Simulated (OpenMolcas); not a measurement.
# Zr²⁺ among point charges: CASSCF levels and susceptibility

Aim: the splitting of the states of Zr²⁺ in the field of 6 point charges, its lowest levels with spin-orbit coupling and its magnetic susceptibility.

Program: OpenMolcas 26.06. Level of theory: state-averaged CASSCF, spin-orbit coupling by RASSI with atomic mean-field integrals. These are calculated values, not measurements, unless marked.

1 further run of the same task is left out (it didn't finish).

**1. The atom as given**

| Quantity | Value |
| --- | --- |
| Species | Zr²⁺ (zirconium, Z = 40, 38 electrons) |
| Basis | ANO-RCC-VDZP [6s5p3d1f], 43 functions |
| Scalar Hamiltonian | DKH2, point nucleus |
| Inactive shells | 1s 2s 2p 3s 3p 3d 4s 4p |
| Active space | 2 electrons in 5 orbitals (4d) |
| Some configurations of this space | 4d² |
| Orbitals | optimised for each spin and parity, averaged over all roots |

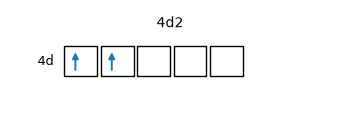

Occupation of the outer shells (arrows by Hund's rule).

The ion sits among 6 point charges of -1.7 e arranged as a trigonal prism (D3h), 1.85 Å from the ion, with a polar angle of 51.6° against the regular 49.1°. The active orbitals were held to one l.

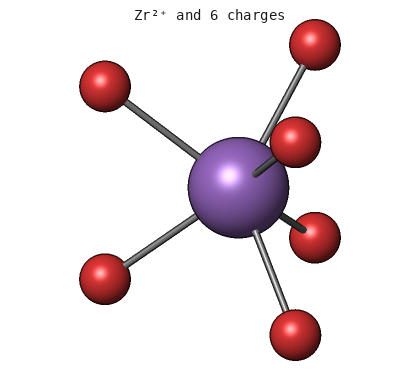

The ion and the point charges (red).

Each step is its own input file, run in one work folder so that later steps find the files of earlier ones. Labels, J, g values, rates, χT and fits are worked out afterwards by a script from the matrices that RASSI stores.

**2. One- and two-electron integrals**

a.inp

```
&GATEWAY
Coord
1

Zr 0.0 0.0 0.0
Basis=ANO-RCC-VDZP
Group=NoSym
NoMove
AngMom=0.0 0.0 0.0
AMFI
XField
6 Angstrom 0
1.448930 0.000000 1.150262 -1.700000
-0.724465 1.254810 1.150262 -1.700000
-0.724465 -1.254810 1.150262 -1.700000
1.448930 0.000000 -1.150262 -1.700000
-0.724465 1.254810 -1.150262 -1.700000
-0.724465 -1.254810 -1.150262 -1.700000
&SEWARD
```

The run is started by

```console
$ OMP_NUM_THREADS=1 MOLCAS_MEM=1689 MOLCAS_PROJECT=a pymolcas a.inp > a.log
```

**3. CASSCF: triplets, 10 roots**

a.inp

```
&RASSCF
FileOrb=start.orb
Symmetry=1
Spin=3
nActEl=2 0 0
Inactive=18
Ras2=5
CIRoot=10 10 1
SDav=10
CIMx=300
Iter=120 100
PrWF=0.3
OrbListing=Nothing
MaxOrb=0
SupSym
1
15 10 11 12 13 14 19 20 21 22 23 32 33 34 35 36
>>> COPY $Project.JobIph JOB001
```

start.orb holds the contracted functions of the basis, ordered by shell, or the orbitals of the step before.

**4. CASSCF: singlets, 15 roots**

a.inp

```
&RASSCF
FileOrb=start.orb
Symmetry=1
Spin=1
nActEl=2 0 0
Inactive=18
Ras2=5
CIRoot=15 15 1
SDav=15
CIMx=300
Iter=120 100
PrWF=0.3
OrbListing=Nothing
MaxOrb=0
SupSym
1
15 10 11 12 13 14 19 20 21 22 23 32 33 34 35 36
>>> COPY $Project.JobIph JOB002
```

**5. RASSI: spin-orbit coupling between the states**

a.inp

```
&RASSI
NrOfJobIphs=2 10 15
1 2 3 4 5 6 7 8 9 10
1 2 3 4 5 6 7 8 9 10 11 12 13 14 15
IphNames
JOB001
JOB002
EJob
SpinOrbit
DIPRint=1.0
SOCoupling=1000.0
Subsets=2
Property=9
'ANGMOM' 1 'ANGMOM' 2 'ANGMOM' 3 'MLTPL  1' 1 'MLTPL  1' 2 'MLTPL  1' 3
'AMFI' 1 'AMFI' 2 'AMFI' 3
SOProperty=3
'ANGMOM' 1 'ANGMOM' 2 'ANGMOM' 3
```

Q: Predict the outcome of this session. Wanted: spin-free ground state; first state of the same spin within the active space; lowest level; next level.

As calculated:

```
                                            quantity                           value
                                              method                          CASSCF
                              spin-free ground state  3E, 2-fold in its orbital part
first state of the same spin within the active space               3A2 at 11100 cm⁻¹
                                        lowest level  2-fold E, g = 0.00, 0.00, 0.00
                                          next level                      170.1 cm⁻¹
                                         χT at 300 K                  0.97 cm³ K/mol
                           effective moment at 300 K                         2.78 μB
```

**Reading.** The spin-free ground state (3E) comes to 100 % from free-ion F terms and keeps the highest spin of the shell. χT at 300 K is 0.97, against 1.00 cm³ K/mol for the spin alone; near agreement at one temperature doesn't show that the orbital moment is quenched. The field of point charges can differ much from that of real complexes. This is an electrostatic model: the charges have no orbitals.
